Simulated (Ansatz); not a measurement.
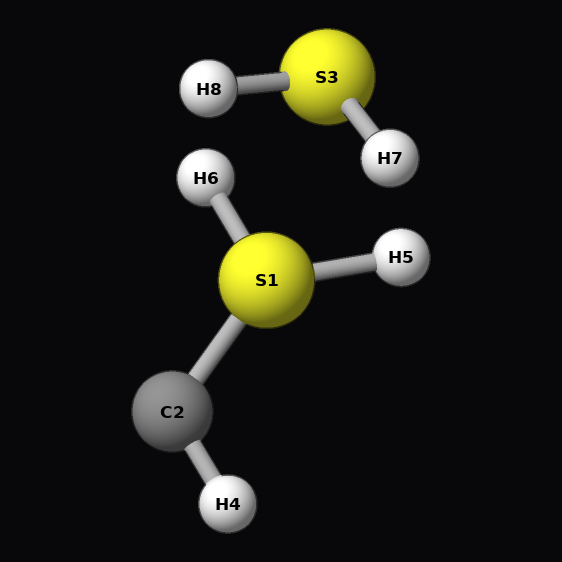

The questions are on Mulliken charges. The species has charge +1 and is a spin singlet. Computed geometry: PBE-D4/def2-SVP optimisation. No frequency run is at hand to confirm it as a minimum. Level of theory: RKS PBE-D4/def2-SVP (Ansatz 0.2.0).

Question: Which atom carries the highest charge (most positive or least negative)?

Answer: S1 (0.29 e).

Question: And the lowest?

Answer: C2 (−0.08 e).

List the Mulliken charges.

```
atom  value (e)
  S1       0.29
  C2      −0.08
  S3      −0.04
  H4       0.17
  H5       0.16
  H6       0.21
  H7       0.14
  H8       0.14
```

Mulliken values depend strongly on the basis set and can even reverse the polarity of a bond.
